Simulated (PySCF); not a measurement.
C4H4FO2, doublet, SMILES `[CH2][CH]1O[C@]1(F)C=O`.

Computed with PySCF, ωB97X/def2-TZVP, geometry: GFN2-xTB. No frequency check shows the geometry to be a minimum. The stability of the open-shell solution wasn't checked. GFN2-xTB doesn't know the spin state, so this open-shell geometry is rough.

Input

```python
import numpy as np
from pyscf import gto, scf, dft
from pyscf.scf import atom_ks, atom_hf
from scipy.linalg import block_diag

def solve(mol, dm0=None, hcore=None):
    mf = (dft.UKS if mol.spin else dft.RKS)(mol, xc='wb97x')
    mf.grids.level = 3
    mf = mf.density_fit(auxbasis='def2-universal-jkfit')
    mf.conv_tol, mf.max_cycle = 1e-8, 80
    if hcore is not None:
        mf.get_hcore = lambda *args: hcore
    mf.kernel(dm0)
    if not mf.converged:
        mf = mf.newton().run(mf.mo_coeff, mf.mo_occ, max_cycle=30)
    assert mf.converged, 'SCF not converged'
    return mf

mol = gto.M(atom='''
C      1.97796     1.03373     0.37665
C      1.32615    -0.20380     0.25578
O      0.81876    -0.64337    -0.98601
C     -0.19210    -0.37102    -0.11644
F     -0.76043    -1.45952     0.45076
C     -1.08211     0.78729    -0.29441
O     -2.16824     0.90333     0.20617
H      2.57316     1.23690     1.24401
H      1.88328     1.78647    -0.38212
H      1.62758    -1.00778     0.92459
H     -0.62361     1.56319    -0.93399
''', basis='def2-tzvp', charge=0, spin=1, verbose=4)
mf = solve(mol)
mf.analyze()
# spherically averaged free atoms, for the promolecule
atm = atom_ks.get_atm_nrks(mol, xc='wb97x')
pro = block_diag(*[(atm[a[0]][2] * atm[a[0]][3]) @ atm[a[0]][2].T for a in mol._atom])
np.savez('result.npz', e=mf.e_tot, c=mf.mo_coeff, occ=mf.mo_occ, eps=mf.mo_energy, pro=pro, dip=mf.dip_moment(verbose=0), s2=mf.spin_square()[0])
```

Launched as:

```sh
OMP_NUM_THREADS=1 python input.py
```

The run took 2 min on 1 thread of Arm Neoverse V2 (shared host), peak memory 1 GiB.

Partitions, critical points and surface values were worked out afterwards from this run's density.

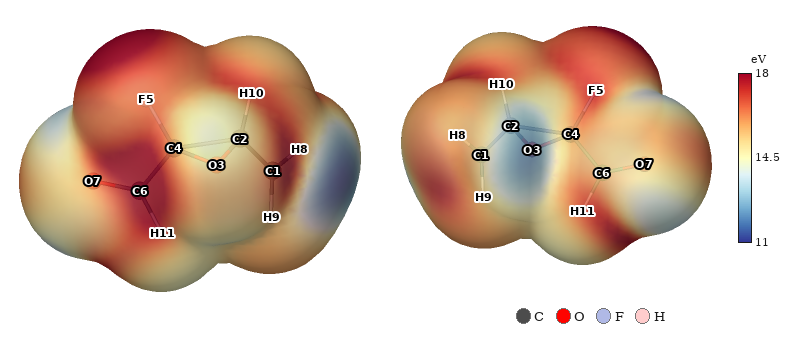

Average local ionisation energy on the surface of electron density 0.001 a.u. (back view left, front view right).

### Where are the most loosely bound electrons on this surface?

The lowest value is 11.4 eV, over C1, off the plane of its three bonds (2.0 Å). Further minima include 13.3 eV, 1.8 Å from O7; 13.5 eV, 1.8 Å from O7; 14.2 eV, near O3 (1.87 Å) and H11 (1.94 Å). For comparison, the highest occupied orbital lies at −8.8 eV.
